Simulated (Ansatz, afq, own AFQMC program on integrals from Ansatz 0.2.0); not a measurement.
# BCl₃ (singlet): AFQMC on the coupled-cluster ladder at distance B1–Cl4 = 2.086 Å, cc-pVDZ

Aim: compute BCl₃ (singlet) with auxiliary-field quantum Monte Carlo on the same integrals as coupled cluster, and set the energies side by side.

Method: cc-pVDZ, frozen cores; program: Ansatz 0.2.0, Gaussian basis, and an in-house AFQMC program (afq) on its integrals; all values are calculated.

To be run: CCSD(T) on RHF; PBE (unrestricted); CCSDT(Q) on RHF; r2SCAN (unrestricted); PBE0 (unrestricted); B3LYP (unrestricted); wB97M-V (unrestricted); B2PLYP (unrestricted); Phaseless AFQMC, CISD trial on RHF; UHF.

**1. The geometry**

The geometry derives from a PBE0/def2-TZVP stationary point (not a proven minimum). One bond is set to the value named and the two fragments are kept rigid.

4 atoms, charge 0, spin multiplicity 1.

Atoms are counted from 1 here; the program's logs count them from 0.

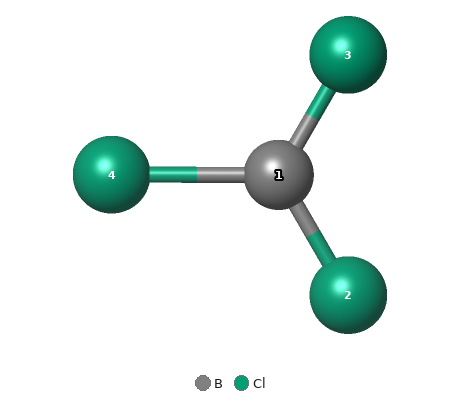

The geometry (boron grey, chlorine teal); atoms are numbered from 1 in the order of the file.

**2. CCSD(T) on RHF**

in.yaml reads:

```yaml
crystal:
  periodic: [false, false, false]
  atoms:
    - {symbol: B, position_ang: [0.052056, 0.091754, -0.000164]}
    - {symbol: Cl, position_ang: [1.789360, 0.104851, -0.000264]}
    - {symbol: Cl, position_ang: [-0.827938, 1.589753, -0.002764]}
    - {symbol: Cl, position_ang: [-0.977296, -1.722583, 0.003078]}
basis:
  gaussian: {orbitals: cc-pVDZ}
magnetization: {spin_polarized: false}
correlation: {method: ccsd_t, electrons: outside_noble_gas, hamiltonian_folder: ham}
```

On the command line:

```sh
$ ansatz run in.yaml --threads 1 --pin off --events-out ev --progress --plain --max-ram 16896MiB --backend cuda --devices 0, --max-vram 18GiB
```

The program printed:

```text
Functional definition: HF
  name "HF"
  cite "Fock, Z. Phys. 61, 126 (1930) doi:10.1007/BF01340294"
  parent pbe
  exchange = exact_x
  correlation = 0
715 factors; integrals over basis functions are off by at most 1.3e-3 eV
mean field evaluation 1: about -38183.3218 eV, gradient 2.3e1 eV
mean field evaluation 2: about -38183.5708 eV, gradient 2.4e1 eV
mean field evaluation 4: about -38185.4973 eV, gradient 2.0e0 eV
mean field evaluation 8: about -38185.5423 eV, gradient 1.2e-1 eV
mean field evaluation 16: about -38184.5220 eV, gradient 1.5e1 eV
mean field -38185.54244805 eV, -1403.2928018754 hartree, gradient 7.1e-6 eV, S^2 0.000000; 0 other end points of the search recorded, 0 dependent functions left out
16 core orbitals not correlated: weight in the atoms' cores, before any rotation towards them, 1.000 or more for the frozen orbitals, at most 0.000 for the correlated occupied ones
reference -38185.54244805 eV, -1403.2928018754 hartree; 12, 12 occupied and 40, 40 virtual orbitals, 715 factors
second order -13.23068887 eV of doubles, -0.00000000 eV of singles
cycle   1  -13.84582853 eV  change   -6.2e-1 eV  update   8.8e-2
cycle   2  -14.12093731 eV  change   -2.8e-1 eV  update   2.5e-2
cycle   3  -14.19311566 eV  change   -7.2e-2 eV  update   1.5e-2
cycle   4  -14.18849824 eV  change    4.6e-3 eV  update   3.9e-3
cycle   5  -14.18681455 eV  change    1.7e-3 eV  update   1.5e-3
cycle   6  -14.18665690 eV  change    1.6e-4 eV  update   4.2e-4
cycle   7  -14.18662111 eV  change    3.6e-5 eV  update   1.4e-4
cycle   8  -14.18666195 eV  change   -4.1e-5 eV  update   5.2e-5
cycle   9  -14.18666644 eV  change   -4.5e-6 eV  update   2.3e-5
perturbative correction -0.40167387 eV, -0.0147612426 hartree
Total energy: -38200.13078836 eV, -1403.8289134936 hartree
```

It took 1.4 s on 1 × NVIDIA H100 80GB HBM3 with 1 thread of AMD EPYC 7R13 (Zen 3), shared host; peak host memory 1.7 GiB.

From the report: correlation -14.5883 eV; T1 0.013; largest double amplitude 0.05.

This run also writes the integrals to the folder ham.

**3. PBE (unrestricted)**

in.yaml, as its differences from that of step 2:

```diff
@@ -9,3 +9,4 @@
   gaussian: {orbitals: cc-pVDZ}
-magnetization: {spin_polarized: false}
-correlation: {method: ccsd_t, electrons: outside_noble_gas, hamiltonian_folder: ham}
+magnetization: {spin_polarized: true, initial_magnetization: 0}
+hamiltonian: {xc: {name: PBE}}
+output: {orbitals: {seedname: orbitals}}
```

On the command line:

```sh
$ ansatz run in.yaml --threads 1 --pin off --events-out ev --progress --plain --max-ram 5632MiB --backend cpu
```

The program printed:

```text
Functional definition: PBE
  name "PBE"
  cite "Perdew, Burke & Ernzerhof, Phys. Rev. Lett. 77, 3865 (1996) doi:10.1103/PhysRevLett.77.3865"
  parent pbe
  parameter kappa = 0.804
  parameter beta = 0.06672455060314922
  exchange = pbe_x(kappa = kappa, mu = beta*pi^2/3)
  correlation = pbe_c(beta = beta)
715 factors; integrals over basis functions are off by at most 1.3e-3 eV
mean field evaluation 1: about -38230.3059 eV, gradient 9.5e0 eV
mean field evaluation 2: about -38230.0053 eV, gradient 1.2e1 eV
mean field evaluation 4: about -38230.8510 eV, gradient 5.2e-1 eV
mean field evaluation 8: about -38230.8538 eV, gradient 4.4e-3 eV
mean field -38230.85376014 eV, -1404.9579618817 hartree, gradient 4.4e-5 eV, S^2 0.000000; 0 other end points of the search recorded, 0 dependent functions left out
reference -38230.85378636 eV, -1404.9579628452 hartree; 28, 28 occupied and 40, 40 virtual orbitals, 715 factors
Total energy: -38230.85378636 eV, -1404.9579628452 hartree
```

Run time: 1.6 s. Hardware: 1 thread of AMD EPYC 7R13 (Zen 3), shared host; peak memory 1.7 GiB.

From the report: ⟨S²⟩ of the determinant 0.000 (pure singlet: 0.00).

**4. CCSDT(Q) on RHF**

in.yaml, as its differences from that of step 3:

```diff
@@ -9,4 +9,3 @@
   gaussian: {orbitals: cc-pVDZ}
-magnetization: {spin_polarized: true, initial_magnetization: 0}
-hamiltonian: {xc: {name: PBE}}
-output: {orbitals: {seedname: orbitals}}
+magnetization: {spin_polarized: false}
+correlation: {method: ccsdt_q, electrons: outside_noble_gas}
```

On the command line:

```sh
$ ansatz run in.yaml --threads 1 --pin off --events-out ev --progress --plain --max-ram 16896MiB --backend cuda --devices 0, --max-vram 18GiB
```

The program printed, shortened:

```text
Functional definition: HF
  name "HF"
  cite "Fock, Z. Phys. 61, 126 (1930) doi:10.1007/BF01340294"
  parent pbe
[...]
1325 factors; integrals over basis functions are off by at most 1.8e-7 eV
[...]
mean field -38185.54262069 eV, -1403.2928082198 hartree, gradient 7.1e-6 eV, S^2 0.000000; 0 other end points of the search recorded, 0 dependent functions left out
16 core orbitals not correlated: weight in the atoms' cores, before any rotation towards them, 1.000 or more for the frozen orbitals, at most 0.000 for the correlated occupied ones
reference -38185.54262069 eV, -1403.2928082198 hartree; 12, 12 occupied and 40, 40 virtual orbitals, 1325 factors
second order -13.23073413 eV of doubles, -0.00000000 eV of singles
cycle   1  -13.84586308 eV  change   -6.2e-1 eV  update   1.1e-1
[...]
cycle  14  -14.61471537 eV  change    1.7e-6 eV  update   1.4e-6
perturbative correction -0.03141840 eV, -0.0011546050 hartree
Total energy: -38200.18875446 eV, -1403.8310437085 hartree
```

It took 3.8 s on 1 × NVIDIA H100 80GB HBM3 with 1 thread of AMD EPYC 7R13 (Zen 3), shared host; peak host memory 1.7 GiB.

From the report: correlation -14.6461 eV; T1 0.014; largest double amplitude 0.05.

**5. r2SCAN (unrestricted)**

in.yaml, as its differences from that of step 4:

```diff
@@ -9,3 +9,3 @@
   gaussian: {orbitals: cc-pVDZ}
-magnetization: {spin_polarized: false}
-correlation: {method: ccsdt_q, electrons: outside_noble_gas}
+magnetization: {spin_polarized: true, initial_magnetization: 0}
+hamiltonian: {xc: {name: r2SCAN}}
```

On the command line:

```sh
$ ansatz run in.yaml --threads 1 --pin off --events-out ev --progress --plain --max-ram 5632MiB --backend cpu
```

The program printed:

```text
Functional definition: r2SCAN
  name "r2SCAN"
  cite "Furness, Kaplan, Ning, Perdew & Sun, J. Phys. Chem. Lett. 11, 8208 (2020) doi:10.1021/acs.jpclett.0c02405"
  cite "Furness, Kaplan, Ning, Perdew & Sun, J. Phys. Chem. Lett. 11, 9248 (2020) doi:10.1021/acs.jpclett.0c03077"
  parent r2scan
  parameter k0 = 0.174
  parameter k1 = 0.065
  parameter a1 = 4.9479
  exchange = r2scan_x(k0 = k0, k1 = k1, a1 = a1)
  correlation = r2scan_c
715 factors; integrals over basis functions are off by at most 1.3e-3 eV
mean field evaluation 1: about -38244.0084 eV, gradient 8.3e0 eV
mean field evaluation 2: about -38243.8186 eV, gradient 9.9e0 eV
mean field evaluation 4: about -38244.4145 eV, gradient 5.4e-1 eV
mean field evaluation 8: about -38244.4117 eV, gradient 4.6e-3 eV
mean field -38244.41166375 eV, -1405.4562056494 hartree, gradient 3.5e-5 eV, S^2 0.000000; 0 other end points of the search recorded, 0 dependent functions left out
reference -38244.41167053 eV, -1405.4562058986 hartree; 28, 28 occupied and 40, 40 virtual orbitals, 715 factors
Total energy: -38244.41167053 eV, -1405.4562058986 hartree
```

It took 3.7 s on 1 thread of AMD EPYC 7R13 (Zen 3), shared host; peak memory 1.7 GiB.

From the report: ⟨S²⟩ of the determinant 0.000 (pure singlet: 0.00).

**6. PBE0 (unrestricted)**

in.yaml, as its differences from that of step 5:

```diff
@@ -10,2 +10,3 @@
 magnetization: {spin_polarized: true, initial_magnetization: 0}
-hamiltonian: {xc: {name: r2SCAN}}
+hamiltonian: {xc: {name: PBE0}}
+output: {orbitals: {seedname: orbitals}}
```

Same command.

The program printed:

```text
Functional definition: PBE0
  name "PBE0"
  cite "Adamo & Barone, J. Chem. Phys. 110, 6158 (1999) doi:10.1063/1.478522"
  cite "Perdew, Burke & Ernzerhof, Phys. Rev. Lett. 77, 3865 (1996) doi:10.1103/PhysRevLett.77.3865"
  parent pbe
  parameter a = 0.25
  parameter kappa = 0.804
  parameter beta = 0.06672455060314922
  exchange = (1 - a)*pbe_x(kappa = kappa, mu = beta*pi^2/3) + a*exact_x
  correlation = pbe_c(beta = beta)
715 factors; integrals over basis functions are off by at most 1.3e-3 eV
mean field evaluation 1: about -38233.3802 eV, gradient 9.1e0 eV
mean field evaluation 2: about -38233.0328 eV, gradient 1.2e1 eV
mean field evaluation 4: about -38233.8902 eV, gradient 3.7e-1 eV
mean field evaluation 8: about -38234.0035 eV, gradient 5.2e-2 eV
mean field evaluation 16: about -38234.0035 eV, gradient 3.7e-5 eV
mean field -38234.00354671 eV, -1405.0737144032 hartree, gradient 3.7e-5 eV, S^2 0.000000; 0 other end points of the search recorded, 0 dependent functions left out
reference -38234.00356628 eV, -1405.0737151225 hartree; 28, 28 occupied and 40, 40 virtual orbitals, 715 factors
Total energy: -38234.00356628 eV, -1405.0737151225 hartree
```

Wall time 2.4 s (1 thread of AMD EPYC 7R13 (Zen 3), shared host); peak memory 1.7 GiB.

From the report: ⟨S²⟩ of the determinant 0.000 (pure singlet: 0.00).

**7. B3LYP (unrestricted)**

in.yaml, as its differences from that of step 6:

```diff
@@ -10,3 +10,2 @@
 magnetization: {spin_polarized: true, initial_magnetization: 0}
-hamiltonian: {xc: {name: PBE0}}
-output: {orbitals: {seedname: orbitals}}
+hamiltonian: {xc: {name: B3LYP}}
```

The command is unchanged.

The program printed, shortened:

```text
Functional definition: B3LYP
  name "B3LYP"
  cite "Stephens, Devlin, Chabalowski & Frisch, J. Phys. Chem. 98, 11623 (1994) doi:10.1021/j100096a001"
  cite "Becke, Phys. Rev. A 38, 3098 (1988) doi:10.1103/PhysRevA.38.3098"
  cite "Lee, Yang & Parr, Phys. Rev. B 37, 785 (1988) doi:10.1103/PhysRevB.37.785"
  cite "Vosko, Wilk & Nusair, Can. J. Phys. 58, 1200 (1980) doi:10.1139/p80-159"
[...]
715 factors; integrals over basis functions are off by at most 1.3e-3 eV
[...]
mean field -38248.39901674 eV, -1405.6027381691 hartree, gradient 6.5e-5 eV, S^2 0.000000; 0 other end points of the search recorded, 0 dependent functions left out
reference -38248.39922814 eV, -1405.6027459379 hartree; 28, 28 occupied and 40, 40 virtual orbitals, 715 factors
Total energy: -38248.39922814 eV, -1405.6027459379 hartree
```

It took 2.3 s on 1 thread of AMD EPYC 7R13 (Zen 3), shared host; peak memory 1.7 GiB.

From the report: ⟨S²⟩ of the determinant 0.000 (pure singlet: 0.00).

**8. wB97M-V (unrestricted)**

in.yaml, as its differences from that of step 7:

```diff
@@ -10,2 +10,3 @@
 magnetization: {spin_polarized: true, initial_magnetization: 0}
-hamiltonian: {xc: {name: B3LYP}}
+hamiltonian: {xc: {name: wB97M-V}}
+output: {orbitals: {seedname: orbitals}}
```

The command is unchanged.

The program printed, shortened:

```text
Functional definition: wB97M-V
  name "wB97M-V"
  cite "Mardirossian & Head-Gordon, J. Chem. Phys. 144, 214110 (2016) doi:10.1063/1.4952647"
  cite "Becke, J. Chem. Phys. 107, 8554 (1997) doi:10.1063/1.475007"
  cite "Vydrov & Van Voorhis, J. Chem. Phys. 133, 244103 (2010) doi:10.1063/1.3521275"
  # Of w^i u^j: cxij and so on, Table III.
[...]
  gx(w, u) = 1 - cx + cx01*u + cx10*w
  gss(w, u) = css00 + css04*u^4 + css10*w + css20*w^2 + css43*w^4*u^3
  gos(w, u) = cos00 + cos10*w + (cos20 + cos21*u)*w^2 + (cos60 + cos61*u)*w^6
[...]
      + integral(e_c_pw_mod_opposite_spin*gos(b97_w_opposite, b97_u_opposite)) + vv10(b, c)
715 factors; integrals over basis functions are off by at most 1.3e-3 eV
167 factors; integrals over basis functions are off by at most 1.9e-5 eV
[...]
mean field -38245.27435011 eV, -1405.4879087885 hartree, gradient 2.9e-5 eV, S^2 0.000000; 0 other end points of the search recorded, 0 dependent functions left out
reference -38245.27437904 eV, -1405.4879098516 hartree; 28, 28 occupied and 40, 40 virtual orbitals, 715 factors
Total energy: -38245.27437904 eV, -1405.4879098516 hartree
```

It took 8 s on 1 thread of AMD EPYC 7R13 (Zen 3), shared host; peak memory 1.7 GiB.

From the report: ⟨S²⟩ of the determinant 0.000 (pure singlet: 0.00).

**9. B2PLYP (unrestricted)**

in.yaml, as its differences from that of step 8:

```diff
@@ -10,3 +10,3 @@
 magnetization: {spin_polarized: true, initial_magnetization: 0}
-hamiltonian: {xc: {name: wB97M-V}}
-output: {orbitals: {seedname: orbitals}}
+hamiltonian: {xc: {name: B2PLYP}}
+correlation: {electrons: outside_noble_gas}
```

Launched as before.

The program printed, shortened:

```text
Functional definition: B2PLYP
  name "B2PLYP"
  cite "Grimme, J. Chem. Phys. 124, 034108 (2006) doi:10.1063/1.2148954"
  cite "Becke, Phys. Rev. A 38, 3098 (1988) doi:10.1103/PhysRevA.38.3098"
  cite "Lee, Yang & Parr, Phys. Rev. B 37, 785 (1988) doi:10.1103/PhysRevB.37.785"
[...]
715 factors; integrals over basis functions are off by at most 1.3e-3 eV
[...]
mean field -38230.16250789 eV, -1404.9325588302 hartree, gradient 6.7e-6 eV, S^2 0.000000; 0 other end points of the search recorded, 0 dependent functions left out
16 core orbitals not correlated: weight in the atoms' cores, before any rotation towards them, 1.000 or more for the frozen orbitals, at most 0.000 for the correlated occupied ones
reference -38230.16264204 eV, -1404.9325637601 hartree; 12, 12 occupied and 40, 40 virtual orbitals, 715 factors
second order -16.34874905 eV of doubles, -0.00000000 eV of singles
Total energy: -38234.57680429 eV, -1405.0947812305 hartree
```

It took 3 s on 1 thread of AMD EPYC 7R13 (Zen 3), shared host; peak memory 1.7 GiB.

From the report: ⟨S²⟩ of the determinant 0.000 (pure singlet: 0.00).

**10. Phaseless AFQMC, CISD trial on RHF**

It reads the integrals that the CCSD(T) run on this determinant wrote.

On the command line:

```sh
$ afq ham --method phaseless --trial cisd --walkers 4000 --populations 20 --least-time 60 --time-step 0.005 --steps-per-block 50 --equilibration-blocks 28 --max-blocks 4000 --target-error 0.0003 --factor-cut 1e-05 --seed 586 --release-times 0.21,0.42,0.63,0.9 --release-step 0.03 --release-every 5 --taylor-order 6
```

The program printed:

```text
orbitals 52  electrons 12 12  factors 403 of 715
reference energy -1403.29280188 Eh
CCSD correlation -0.52134979 Eh in 11 cycles, weight of the determinant in the CISD state 0.8111
energy of the start -1403.814149 Eh
 block  time / (1/Eh)  mean weight  energy / Eh
     1     0.250  0.9994  -1403.794857
     2     0.500  1.0001  -1403.802644
     3     0.750  1.0002  -1403.810614
     4     1.000  0.9996  -1403.816864
     5     1.250  0.9997  -1403.820695
     6     1.500  0.9996  -1403.824629
     7     1.750  1.0001  -1403.825841
     8     2.000  1.0006  -1403.828750
     9     2.250  1.0000  -1403.830789
    10     2.500  0.9997  -1403.829707
    11     2.750  0.9999  -1403.830303
    12     3.000  0.9999  -1403.830227
    13     3.250  1.0001  -1403.830380
    14     3.500  0.9997  -1403.830432
    15     3.750  0.9997  -1403.831423
    16     4.000  0.9998  -1403.831751
    17     4.250  1.0001  -1403.830836
    18     4.500  1.0003  -1403.831606
    19     4.750  0.9998  -1403.831498
    20     5.000  1.0002  -1403.831612
    21     5.250  0.9999  -1403.830236
    22     5.500  1.0001  -1403.829992
    23     5.750  1.0003  -1403.829791
    24     6.000  1.0004  -1403.829877
    25     6.250  0.9997  -1403.829976
    26     6.500  1.0001  -1403.831716
    27     6.750  1.0001  -1403.832471
    28     7.000  1.0000  -1403.831107
    29     7.250  1.0000  -1403.830332
    30     7.500  0.9996  -1403.830540
    31     7.750  1.0002  -1403.829690
    32     8.000  0.9999  -1403.831004
    33     8.250  1.0000  -1403.830563
    34     8.500  0.9998  -1403.830658
    35     8.750  0.9999  -1403.830771
    36     9.000  1.0001  -1403.830772
    37     9.250  1.0002  -1403.831463
    38     9.500  0.9996  -1403.829976
    39     9.750  1.0004  -1403.830865
    40    10.000  0.9999  -1403.830800
    41    10.250  1.0001  -1403.831449
    42    10.500  0.9999  -1403.831466
    43    10.750  1.0002  -1403.831269
    44    11.000  0.9998  -1403.829428
    45    11.250  1.0003  -1403.829957
    46    11.500  0.9998  -1403.830772
    47    11.750  0.9996  -1403.830180
    48    12.000  1.0001  -1403.831099
    49    12.250  1.0001  -1403.830501
    50    12.500  1.0004  -1403.830926
    51    12.750  0.9999  -1403.831636
    52    13.000  0.9997  -1403.832617
    53    13.250  1.0001  -1403.831170
    54    13.500  0.9998  -1403.830547
    55    13.750  1.0000  -1403.830751
    56    14.000  0.9997  -1403.829620
    57    14.250  1.0000  -1403.831518
    58    14.500  1.0002  -1403.831544
    59    14.750  0.9999  -1403.830707
    60    15.000  1.0003  -1403.831473
    61    15.250  1.0000  -1403.831795
    62    15.500  0.9997  -1403.831445
    63    15.750  0.9999  -1403.831444
    64    16.000  0.9998  -1403.831912
    65    16.250  1.0003  -1403.833378
    66    16.500  1.0000  -1403.831190
    67    16.750  0.9996  -1403.831850
    68    17.000  1.0005  -1403.830773
    69    17.250  0.9999  -1403.830640
    70    17.500  0.9997  -1403.830365
    71    17.750  1.0004  -1403.832010
    72    18.000  1.0001  -1403.832063
    73    18.250  1.0002  -1403.831636
    74    18.500  1.0000  -1403.832505
    75    18.750  0.9995  -1403.831202
    76    19.000  1.0000  -1403.831454
    77    19.250  1.0000  -1403.830035
    78    19.500  1.0000  -1403.831461
error from the spread of 20 populations
released: time / (1/Eh)  energy / Eh  error  mean overlap
  0.21  -1403.831295  0.000320  0.9978
  0.42  -1403.830764  0.000246  1.0048
  0.63  -1403.830745  0.000349  1.0061
  0.90  -1403.831307  0.000424  1.0013
energy -1403.831064 +/- 0.000250 Eh
```

Run time: 35 s. Hardware: 1 × NVIDIA H100 80GB HBM3 with 2 threads of AMD EPYC 7R13 (Zen 3), shared host; peak host memory 1.7 GiB.

Energy -38200.1893 ± 0.0068 eV. Caveats: constraint bias not in the error.

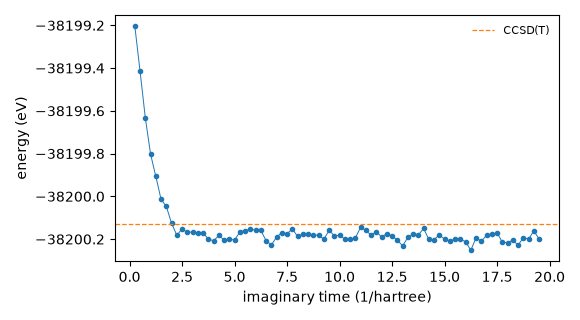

Block energies along the walk.

**11. UHF**

in.yaml, as its differences from that of step 9:

```diff
@@ -10,3 +10,3 @@
 magnetization: {spin_polarized: true, initial_magnetization: 0}
-hamiltonian: {xc: {name: B2PLYP}}
-correlation: {electrons: outside_noble_gas}
+hamiltonian: {xc: hf}
+output: {orbitals: {seedname: orbitals}}
```

On the command line:

```sh
$ ansatz run in.yaml --threads 1 --pin off --events-out ev --progress --plain --max-ram 16896MiB --backend cuda --devices 0, --max-vram 18GiB
```

The program printed:

```text
Functional definition: HF
  name "HF"
  cite "Fock, Z. Phys. 61, 126 (1930) doi:10.1007/BF01340294"
  parent pbe
  exchange = exact_x
  correlation = 0
715 factors; integrals over basis functions are off by at most 1.3e-3 eV
mean field evaluation 1: about -38183.6154 eV, gradient 1.6e1 eV
mean field evaluation 2: about -38183.6743 eV, gradient 1.6e1 eV
mean field evaluation 4: about -38185.5099 eV, gradient 1.4e0 eV
mean field evaluation 8: about -38185.5424 eV, gradient 1.3e-3 eV
mean field -38185.54244805 eV, -1403.2928018754 hartree, gradient 1.6e-5 eV, S^2 0.000000; 0 other end points of the search recorded, 0 dependent functions left out
reference -38185.54244805 eV, -1403.2928018754 hartree; 28, 28 occupied and 40, 40 virtual orbitals, 715 factors
Total energy: -38185.54244805 eV, -1403.2928018754 hartree
```

Wall time 1 s (1 × NVIDIA H100 80GB HBM3 with 1 thread of AMD EPYC 7R13 (Zen 3), shared host); peak host memory 1.7 GiB.

From the report: ⟨S²⟩ of the determinant 0.000 (pure singlet: 0.00).

**12. All levels side by side**

On the RHF determinant, counted from CCSDT(Q) (a yardstick, not exact):

```csv
level,energy (eV),from CCSDT(Q) (meV),statistical error (meV),time
HF,-38185.5424,+14646.3,,
MP2,-38198.7731,+1415.6,,
CCSD,-38199.7291,+459.6,,
CCSD(T),-38200.1308,+58.0,,
CCSDT(Q),-38200.1888,0.0,,
"Phaseless AFQMC, CISD trial, step 0.005, 4000 walkers",-38200.1893,-0.6,6.8,35 s
```

The functionals' totals stand on their own zeros and serve differences with other points: PBE -38230.854 eV; r2SCAN -38244.412 eV; PBE0 -38234.004 eV; B3LYP -38248.399 eV; wB97M-V -38245.274 eV; B2PLYP -38234.577 eV.

**13. Summary of results**

```
                                        quantity           value
                    CCSD(T) on RHF from CCSDT(Q)       +58.0 meV
Phaseless AFQMC, CISD trial on RHF from CCSDT(Q)  -0.6 ± 6.8 meV
```

**Reading.** On RHF the phaseless walk with the CISD trial lies -0.6 meV from CCSDT(Q), within three error bars. Error bars are statistical and leave out the constraint, the time step and what remains of the start.
